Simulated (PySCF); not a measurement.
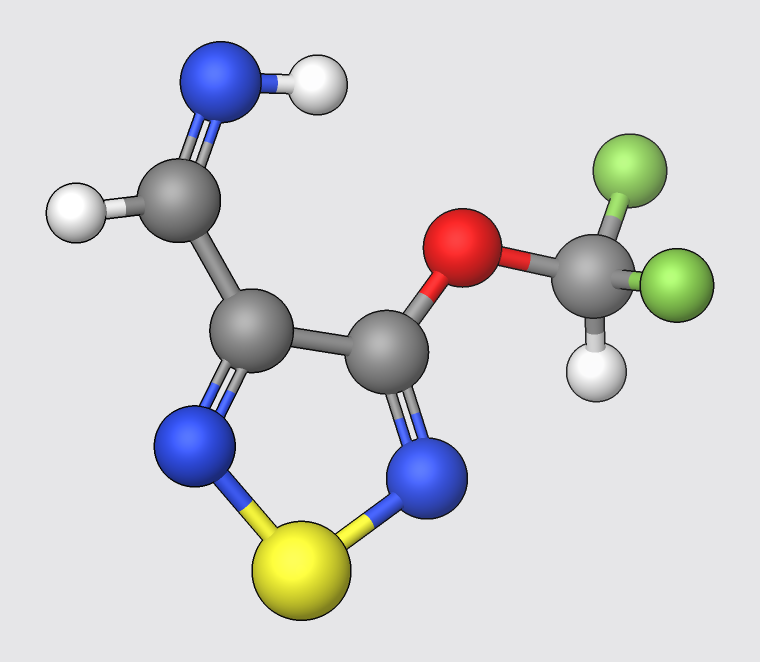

A ball-and-stick model of a molecule. Colours: nitrogen blue, carbon grey, sulfur yellow, oxygen red, fluorine green, hydrogen white.

The computed structure is the end point of a PBE0-D3(BJ)/def2-SVP optimisation. No frequency run is at hand to confirm it as a minimum.

Description:

Formula C₄H₃F₂N₃OS. Its SMILES string is `[H]/N=C\c1nsnc1OC(F)F`. Independent rings (smallest set): 1 of 5 members, 1 of them aromatic. Among its groups: ether, imine, C–F bond. This geometry has C1 symmetry. Coordination: 3 N bent; 3 C trigonal planar; 1 S bent; 1 O bent; 1 C tetrahedral.

More results for the same structure follow; atom numbers are the same in all pictures, views and colours differ.

### Charges

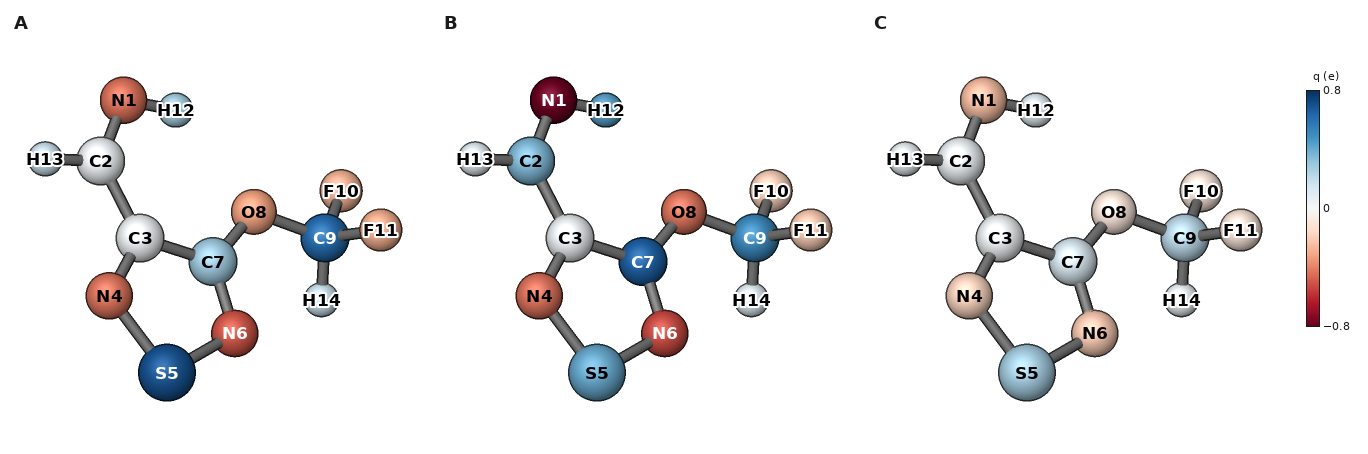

Atomic charges of one calculation by 3 schemes, on one colour scale. No frequency run is at hand to confirm it as a minimum. Level of theory: PBE0/pcSseg-1 in chloroform (IEF-PCM) (PySCF 2.14.0).

Question: The schemes are ESP-fitted, Hirshfeld, IAO. Which panel shows which?

Answer: A IAO, B ESP-fitted, C Hirshfeld.

List the charges (e), one line for each set of equivalent atoms.

```json
{"atom": "N1", "IAO": "−0.44", "ESP-fitted": "−0.79", "Hirshfeld": "−0.24"}
{"atom": "C2", "IAO": "0.03", "ESP-fitted": "0.35", "Hirshfeld": "0.04"}
{"atom": "C3", "IAO": "0.03", "ESP-fitted": "0.04", "Hirshfeld": "0.03"}
{"atom": "N4", "IAO": "−0.43", "ESP-fitted": "−0.43", "Hirshfeld": "−0.17"}
{"atom": "S5", "IAO": "0.69", "ESP-fitted": "0.40", "Hirshfeld": "0.27"}
{"atom": "N6", "IAO": "−0.50", "ESP-fitted": "−0.52", "Hirshfeld": "−0.20"}
{"atom": "C7", "IAO": "0.28", "ESP-fitted": "0.65", "Hirshfeld": "0.12"}
{"atom": "O8", "IAO": "−0.32", "ESP-fitted": "−0.43", "Hirshfeld": "−0.09"}
{"atom": "C9", "IAO": "0.61", "ESP-fitted": "0.51", "Hirshfeld": "0.22"}
{"atom": "F10", "IAO": "−0.27", "ESP-fitted": "−0.19", "Hirshfeld": "−0.09"}
{"atom": "F11", "IAO": "−0.29", "ESP-fitted": "−0.20", "Hirshfeld": "−0.10"}
{"atom": "H12", "IAO": "0.26", "ESP-fitted": "0.43", "Hirshfeld": "0.09"}
{"atom": "H13", "IAO": "0.17", "ESP-fitted": "0.08", "Hirshfeld": "0.06"}
{"atom": "H14", "IAO": "0.17", "ESP-fitted": "0.09", "Hirshfeld": "0.06"}
```

### Excitation

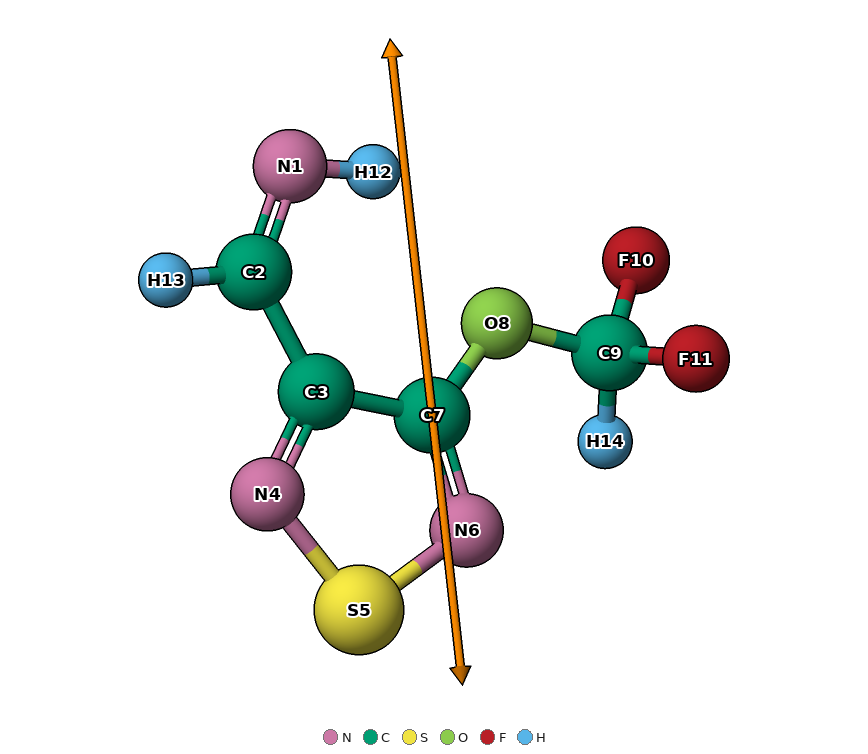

The double arrow shows the direction of the transition dipole to excited singlet state 2 (its length means nothing). No frequency run is at hand to confirm it as a minimum. Level of theory: TDDFT ωB97X-D/def2-SVPD, vertical, IEF-PCM chloroform (non-equilibrium linear response), core orbitals frozen in the response (PySCF 2.14.0).

Question: Where does the transition lie, and how strong is it?

Answer: 4.83 eV (257 nm), oscillator strength 0.35, mainly HOMO → LUMO (weight 0.95); transition dipole 4.38 D.

### Polarisability

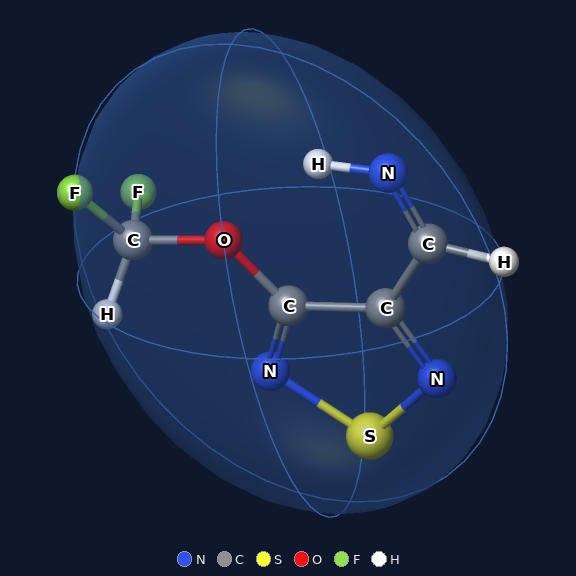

The ellipsoid shows the static dipole polarisability: its half-axes are proportional to the principal values. No frequency run is at hand to confirm it as a minimum. Method: ωB97X-D/def2-SVPD (PySCF 2.14.0).

Question: Give the principal values, the mean and the anisotropy.

Answer: Principal values 57.9, 94.9, 122.9 bohr³; mean 91.9 bohr³ (13.62 Å³); anisotropy 56.5 bohr³, so the longest axis is 2.12 times the shortest.
